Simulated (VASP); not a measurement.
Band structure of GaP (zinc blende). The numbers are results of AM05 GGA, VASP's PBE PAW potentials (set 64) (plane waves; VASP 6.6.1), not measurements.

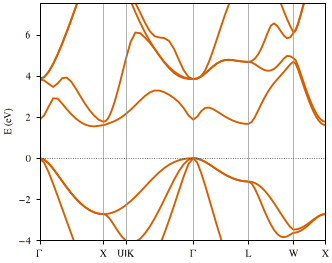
Fig. 1. Bands along high-symmetry lines, zero at the valence-band maximum or, without a gap, the Fermi level

**Question.** Read the plot: is there a gap, and where are the band edges?

**Answer.** The gap is indirect, 1.54 eV, from the valence maximum at Γ to the conduction minimum at Γ-X at 0.86. (Edges off the drawn lines would not show.)

Measured: gap 2.43 eV (computed value off by -0.89 eV), as given by Wei Chen et al., Physical Review Materials (2018), doi:10.1103/physrevmaterials.2.073803 [zero-point renormalisation of 0.08 eV added back (the table's ZPR column)].

The compound is GaP in the zinc blende structure. It was relaxed first.
